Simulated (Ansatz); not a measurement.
**C2H4ClSi (SMILES C=C[SiH]Cl): USVWN5/def2-SVP**

What is the energy change on altering one bond length of C2H4ClSi at USVWN5/def2-SVP? 

The calculation is run with Ansatz 0.2.0.

57 further runs of the same task are left out: 57 set aside as unsound or not needed.

## 1. Starting point

The species is C2H4ClSi (8 atoms), meant as a doublet with charge 0. SMILES: `C=C[SiH]Cl`. The coordinates come from a PBE0-D4/def2-TZVP relaxation.

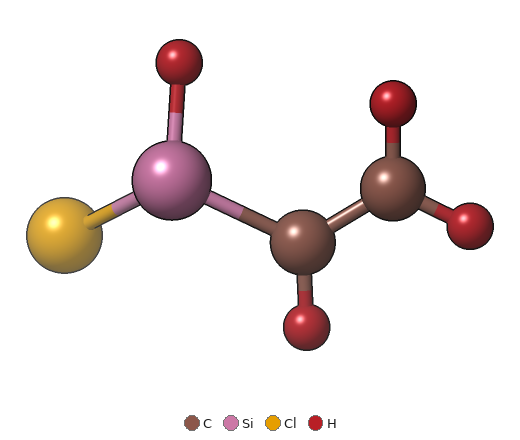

Viewed from a chosen angle; carbon brown, silicon pink, chlorine amber, hydrogen red.

## 2. The energy at USVWN5/def2-SVP

The input, input.yaml:

```yaml
basis:
  gaussian: {orbitals: def2-SVP}
crystal:
  periodic: [false, false, false]
  atoms:
    - {symbol: C, position_ang: [0.647000, 1.027000, -0.659700]}
    - {symbol: C, position_ang: [0.628500, -0.066700, 0.105400]}
    - {symbol: Si, position_ang: [-0.903600, -0.642600, 0.947100]}
    - {symbol: Cl, position_ang: [-1.031600, -2.697900, 0.941300]}
    - {symbol: H, position_ang: [-0.256900, 1.588200, -0.880600]}
    - {symbol: H, position_ang: [1.563900, 1.404900, -1.102500]}
    - {symbol: H, position_ang: [1.561300, -0.591000, 0.301600]}
    - {symbol: H, position_ang: [-2.116300, -0.079100, 0.291500]}
output: {orbitals: {seedname: orbitals}}
magnetization: {spin_polarized: true, initial_magnetization: 1}
hamiltonian: {xc: {name: SVWN5}}
accuracy: high
```

On the command line:

```bash
$ ansatz run input.yaml --threads 1 --pin off --max-ram 3480MiB --events-out events.jsonl --progress --plain --runs-dir runs
```

Output:

```text
Warning: RAYON_NUM_THREADS=1 ignored (pool sized by the plan → 1); use --threads N
Functional definition: SVWN5
  name "SVWN5"
  exchange = slater_x
  correlation = vwn5_c
1845 factors; integrals over basis functions are off by at most 4.0e-9 eV
mean field evaluation 1: about -22422.4281 eV, gradient 5.0e1 eV
mean field evaluation 2: about -22271.7305 eV, gradient 1.4e2 eV
mean field evaluation 4: about -22438.2220 eV, gradient 7.9e0 eV
mean field evaluation 8: about -22438.6861 eV, gradient 2.8e-1 eV
mean field evaluation 16: about -22438.6796 eV, gradient 1.8e-4 eV
mean field -22438.67957276 eV, -824.6062648155 hartree, gradient 2.3e-8 eV, S^2 0.751692; 0 other end points of the search recorded, 0 dependent functions left out
reference -22438.67957568 eV, -824.6062649229 hartree; 24, 23 occupied and 60, 61 virtual orbitals, 1845 factors
Total energy: -22438.67957568 eV, -824.6062649229 hartree
```

Run time: 3.6 s. Hardware: 1 thread of Intel Xeon Platinum 8488C (Sapphire Rapids), shared host; peak memory 0.26 GiB.

## 3. The distorted shape

The input, input.yaml:

```yaml
crystal:
  periodic: [false, false, false]
  atoms:
    - {symbol: C, position_ang: [0.669200, 2.339414, -1.577802]}
    - {symbol: C, position_ang: [0.628500, -0.066700, 0.105400]}
    - {symbol: Si, position_ang: [-0.903600, -0.642600, 0.947100]}
    - {symbol: Cl, position_ang: [-1.031600, -2.697900, 0.941300]}
    - {symbol: H, position_ang: [-0.234700, 2.900614, -1.798702]}
    - {symbol: H, position_ang: [1.586100, 2.717314, -2.020602]}
    - {symbol: H, position_ang: [1.561300, -0.591000, 0.301600]}
    - {symbol: H, position_ang: [-2.116300, -0.079100, 0.291500]}
basis:
  gaussian: {orbitals: def2-SVP}
accuracy: high
hamiltonian: {xc: {name: SVWN5}}
output: {orbitals: {seedname: orbitals}}
magnetization: {spin_polarized: true, initial_magnetization: 1}
```

On the command line:

```bash
$ ansatz run input.yaml --threads 1 --pin off --max-ram 3480MiB --events-out events.jsonl --progress --plain --runs-dir runs
```

Output:

```text
Warning: RAYON_NUM_THREADS=1 ignored (pool sized by the plan → 1); use --threads N
[... 4 set-up lines as earlier in the session ...]
1768 factors; integrals over basis functions are off by at most 9.3e-9 eV
mean field evaluation 1: about -22417.0413 eV, gradient 4.6e1 eV
mean field evaluation 2: about -22356.1816 eV, gradient 8.0e1 eV
mean field evaluation 4: about -22392.4203 eV, gradient 6.0e1 eV
mean field evaluation 8: about -22430.6087 eV, gradient 7.6e0 eV
mean field evaluation 16: about -22431.3051 eV, gradient 4.9e-3 eV
mean field evaluation 32: about -22431.3105 eV, gradient 1.7e-1 eV
mean field evaluation 64: about -22430.9305 eV, gradient 8.4e-1 eV
mean field evaluation 96: about -22430.4941 eV, gradient 3.4e0 eV
mean field -22431.30511281 eV, -824.3352584112 hartree, gradient 3.0e-8 eV, S^2 1.410504; 8 other end points of the search recorded, 0 dependent functions left out
reference -22431.30511599 eV, -824.3352585278 hartree; 24, 23 occupied and 60, 61 virtual orbitals, 1768 factors
Total energy: -22431.30511599 eV, -824.3352585278 hartree
```

It took 6.6 s on 1 thread of Intel Xeon Platinum 8488C (Sapphire Rapids), shared host; peak memory 0.25 GiB.

## 4. Outcome

Level: USVWN5/def2-SVP.

```
                                                         quantity          value
                                        first shape: total energy  -824.60626 Eh
                  first shape: HOMO energy (highest over α and β)       -4.76 eV
                   first shape: LUMO energy (lowest over α and β)       -3.74 eV
                                                first shape: ⟨S²⟩          0.752
                                    distorted shape: total energy  -824.33526 Eh
              distorted shape: HOMO energy (highest over α and β)       -5.41 eV
               distorted shape: LUMO energy (lowest over α and β)       -4.40 eV
                                            distorted shape: ⟨S²⟩          1.411
energy change with the C1–C2 bond stretched from 1.335 to 2.937 Å       7.374 eV
```

**Reading.** With the C1–C2 bond stretched from 1.335 to 2.937 Å the energy rises by 7.37 eV (712 kJ/mol). The first shape isn't relaxed at this level, so the change isn't measured from a minimum. ⟨S²⟩ (distorted shape) is 1.41 where a pure doublet has 0.75: the reference is spin-contaminated.
